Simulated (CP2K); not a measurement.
# GFN2-xTB run of Si2HF4 (SMILES F[SiH][Si](F)(F)F)

What is the vertical electron affinity of Si2HF4 at GFN2-xTB? 

Program for the calculation: CP2K 2026.2.

3 further runs of the same task are left out: 3 set aside as unsound or not needed.

## Step 1: Starting point

Si2HF4: 7 atoms, total charge 0, spin state doublet. SMILES: `F[SiH][Si](F)(F)F`. The shape is that of a GFN2-xTB optimisation.

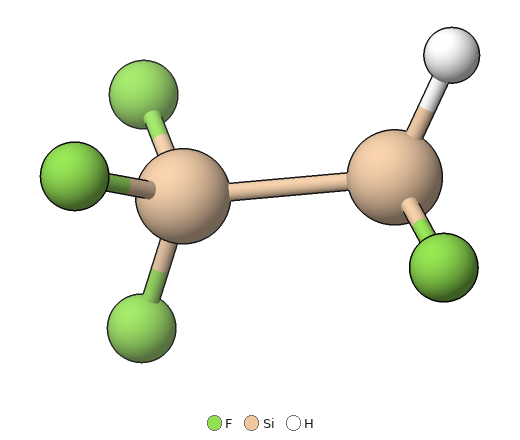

The structure, seen from a chosen angle (fluorine green, silicon light orange, hydrogen white).

## Step 2: Energy and gradient at GFN2-xTB

Contents of molecule.xyz:

```xyz
7

F     -0.011230    -2.202080     1.035870
Si     0.698500    -1.213690    -0.036360
Si    -0.457670     0.709960    -0.215780
F     -1.840230     0.542240    -0.982270
F      0.395050     1.651800    -1.173550
F     -0.868560     1.723860     0.947950
H      2.084140    -1.212090     0.424150
```

Contents of molecule.inp:

```
&FORCE_EVAL
    METHOD QUICKSTEP
    &DFT
        MULTIPLICITY 2
        UNRESTRICTED_KOHN_SHAM T
        &QS
            METHOD XTB
            EPS_DEFAULT 1.0E-10
            &XTB
                GFN_TYPE TBLITE
                &TBLITE
                    METHOD GFN2
                &END
                CHECK_ATOMIC_CHARGES F
            &END
        &END
        &POISSON
            PERIODIC NONE
            POISSON_SOLVER ANALYTIC
        &END
        &SCF
            SCF_GUESS ATOMIC
            EPS_SCF 1.0E-07
            MAX_SCF 150
            ADDED_MOS 8
            &DIAGONALIZATION
                ALGORITHM STANDARD
            &END
            &MIXING
                METHOD DIRECT_P_MIXING
                ALPHA 0.4
            &END
            &SMEAR ON
                METHOD FERMI_DIRAC
                ELECTRONIC_TEMPERATURE [K] 300
            &END
        &END
        &PRINT
            &MOMENTS
                PERIODIC F
                REFERENCE COM
                MAX_MOMENT 1
            &END
            &MO ON
                ENERGIES T
                OCCUPATION_NUMBERS T
                NDIGITS 6
                &EACH
                    QS_SCF 0
                &END
                ADD_LAST NUMERIC
            &END
            &HIRSHFELD OFF
            &END
        &END
    &END
    &SUBSYS
        &CELL
            ABC 19.9 19.9 18.2
            PERIODIC NONE
        &END
        &TOPOLOGY
            COORD_FILE_NAME molecule.xyz
            COORD_FILE_FORMAT XYZ
            &CENTER_COORDINATES
            &END
        &END
    &END
    &PRINT
        &FORCES ON
        &END
    &END
&END
&GLOBAL
    PROJECT molecule
    RUN_TYPE ENERGY_FORCE
    PRINT_LEVEL MEDIUM
&END
```

Run with:

```console
$ OMP_NUM_THREADS=1 cp2k.psmp -i molecule.inp -o molecule.out
```

The program printed:

```text
CP2K| version string:                                       CP2K version 2026.2
[...]
 GLOBAL| Method name                                                        CP2K
[...]
 GLOBAL| Run type                                                   ENERGY_FORCE
[...]
                             - Atoms:                                          7
[...]
                             - Spherical basis functions:                     35
[...]
 Number of electrons:                                                         19
[...]
  *** SCF run converged in    18 steps ***
[...]
  Fermi energy:                                                -0.33511042742850
[...]
 TB_DIPOLE| Moment [Debye]          2.47986118      -2.25054833      -0.39749480
 TB_DIPOLE| Derivative [a.u.]       0.00000000       0.00000000       0.00000000
[...]
 ENERGY| Total FORCE_EVAL ( QS ) energy [hartree]            -23.099177134503069
 FORCES| Atomic forces [hartree/bohr]
 FORCES|   Atom     x               y               z               |f|
 FORCES|      1 -2.15198498E-04 -1.99438223E-04  1.12364750E-06   2.93406307E-04
 FORCES|      2  9.60774369E-04  8.14348788E-05  1.12657515E-03   1.48286567E-03
 FORCES|      3 -6.06108810E-04  1.02916518E-03  3.55038022E-04   1.24603405E-03
 FORCES|      4  1.34758438E-04  1.48075533E-04 -1.06370443E-04   2.26717602E-04
 FORCES|      5 -1.13713865E-04  7.26240705E-05 -1.19284751E-04   1.80094283E-04
 FORCES|      6  5.00406005E-04 -1.16540976E-03 -6.48541835E-04   1.42449731E-03
 FORCES|      7 -6.60917639E-04  3.35483212E-05 -6.08539796E-04   8.99031868E-04
 FORCES| Sum     5.47522097E-17  1.40072144E-16 -2.42861287E-17
 FORCES| Total atomic force                                       1.52341151E-16
[...]
```

It took 0.53 s on 1 thread of Arm Neoverse N1, shared host; peak memory 0.14 GiB.

## Step 3: The singlet anion

molecule.xyz is that of step 2.

Contents of qs.inp:

```
&GLOBAL
  PROJECT_NAME qs
  RUN_TYPE ENERGY_FORCE
  PRINT_LEVEL MEDIUM
&END GLOBAL
&FORCE_EVAL
  METHOD QUICKSTEP
  &DFT
    CHARGE -1
    # Quickstep
    &QS
      METHOD XTB
      EPS_DEFAULT 1.0E-10
      &XTB
        GFN_TYPE TBLITE
        &TBLITE
          METHOD GFN2
        &END TBLITE
        CHECK_ATOMIC_CHARGES F
      &END XTB
    &END QS
    # isolated system
    &POISSON
      PERIODIC NONE
      POISSON_SOLVER ANALYTIC
    &END POISSON
    &SCF
      SCF_GUESS ATOMIC
      EPS_SCF 1.0E-07
      MAX_SCF 150
      ADDED_MOS 4
      &DIAGONALIZATION
        ALGORITHM STANDARD
      &END DIAGONALIZATION
      &MIXING
        METHOD DIRECT_P_MIXING
        ALPHA 0.4
      &END MIXING
      &SMEAR ON
        METHOD FERMI_DIRAC
        ELECTRONIC_TEMPERATURE [K] 300
      &END SMEAR
    &END SCF
    &PRINT
      &MOMENTS
        PERIODIC F
        REFERENCE COM
        MAX_MOMENT 1
      &END MOMENTS
      &MO ON
        ENERGIES T
        OCCUPATION_NUMBERS T
        NDIGITS 6
        &EACH
          QS_SCF 0
        &END EACH
        ADD_LAST NUMERIC
      &END MO
      &HIRSHFELD OFF
      &END HIRSHFELD
    &END PRINT
  &END DFT
  # atoms, cell and kinds
  &SUBSYS
    &CELL
      ABC 19.9 19.9 18.2
      PERIODIC NONE
    &END CELL
    &TOPOLOGY
      COORD_FILE_NAME molecule.xyz
      COORD_FILE_FORMAT XYZ
      &CENTER_COORDINATES
      &END CENTER_COORDINATES
    &END TOPOLOGY
  &END SUBSYS
  &PRINT
    &FORCES ON
    &END FORCES
  &END PRINT
&END FORCE_EVAL
```

Run with:

```console
$ OMP_NUM_THREADS=1 cp2k.psmp qs.inp > qs.out
```

The program printed:

```text
CP2K| version string:                                       CP2K version 2026.2
[...]
 GLOBAL| Method name                                                        CP2K
[...]
 GLOBAL| Run type                                                   ENERGY_FORCE
[...]
                             - Atoms:                                          7
[...]
                             - Spherical basis functions:                     35
[...]
 Number of electrons:                                                         38
[...]
  *** SCF run converged in    18 steps ***
[...]
  Fermi energy:                                                -0.02056704622144
[...]
 TB_DIPOLE| Moment [Debye]         -0.34771085       0.38235733      -1.10622590
 TB_DIPOLE| Derivative [a.u.]       0.00000000       0.00000000       0.00000000
[...]
 ENERGY| Total FORCE_EVAL ( QS ) energy [hartree]            -23.305722329908406
 FORCES| Atomic forces [hartree/bohr]
 FORCES|   Atom     x               y               z               |f|
 FORCES|      1 -1.09640146E-02 -1.31974555E-02  2.62550468E-02   3.13641504E-02
 FORCES|      2 -6.25605510E-03  1.35630497E-02 -5.75685445E-02   5.94746320E-02
 FORCES|      3  3.75976445E-02 -5.58843153E-02  2.34115672E-02   7.13073703E-02
 FORCES|      4 -1.31965538E-02  3.89882333E-03 -8.64371384E-03   1.62500352E-02
 FORCES|      5  2.73557472E-03  1.31490904E-02 -1.15574215E-02   1.77188019E-02
 FORCES|      6 -1.58191023E-02  3.11677206E-02  1.37747520E-02   3.75687982E-02
 FORCES|      7  5.90250663E-03  7.30308688E-03  1.43283138E-02   1.71311190E-02
 FORCES| Sum     2.94902991E-17  1.21430643E-17  1.56125113E-16
 FORCES| Total atomic force                                       1.59349247E-16
[...]
```

Run time: 0.46 s. Hardware: 1 thread of Arm Neoverse N1, shared host; peak memory 0.14 GiB.

## Step 4: Summary of results

At GFN2-xTB:

| quantity | value |
| --- | --- |
| doublet Si2HF4: total energy | -23.09918 Eh |
| doublet Si2HF4: dipole moment (from atomic charges alone) | 3.37 D |
| doublet Si2HF4: HOMO energy (highest over α and β) | -9.38 eV |
| doublet Si2HF4: LUMO energy (lowest over α and β) | -8.86 eV |
| doublet Si2HF4: largest force on an atom | 0.076 eV/Å |
| singlet anion: total energy | -23.30572 Eh |
| singlet anion: HOMO energy | -2.45 eV |
| singlet anion: LUMO energy | 0.32 eV |
| singlet anion: HOMO–LUMO gap | 2.77 eV |
| singlet anion: largest force on an atom | 3.667 eV/Å |
| vertical electron affinity (to the singlet anion) | 5.620 eV |

What this shows: At fixed nuclei the extra electron is bound by 5.62 eV (542 kJ/mol). A minimal valence basis can't be trusted even for the sign of an electron affinity. No empirical shift is applied, and without it xTB methods put this difference several eV too high. The dipole (doublet Si2HF4) comes from point charges on the atoms alone, without atomic dipoles, so it is partial.
